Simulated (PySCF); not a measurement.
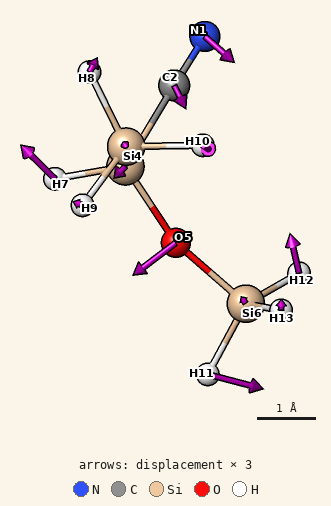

This is a relaxation of CH$_{7}$NOSi$_{3}$. The starting structure is drawn; purple arrows show the displacements, 3 times their true length. The two geometries are superimposed by the best rigid fit.

The picture is a ball-and-stick view, seen from a free direction.

The start comes from GFN2-xTB. Its atoms were then displaced at random by about 0.01 Å.

Computed with PBE0-D3(BJ)/def2-SVP geometry optimisation, gas phase (PySCF 2.14.0, density-fitted response routines). 

### Describe the change and its energy.

An H atom moves most after the best rigid fit: 0.35 Å. By element the largest moves are H 0.35 Å, O 0.32 Å, N 0.24 Å, C 0.16 Å, Si 0.11 Å. Among the contacts that change: Si–Si 2.261 → 2.345 Å, O–Si 1.626 → 1.668 Å, C–N 1.132 → 1.160 Å, H–Si 1.462 → 1.488 Å. Among the angles between lasting bonds that change: Si–O–Si 163.4° → 144.8°, Si–Si–H 123.1° → 114.2°, Si–Si–H 115.7° → 108.6°. After 11 geometry steps the energy has fallen by 0.345 eV.
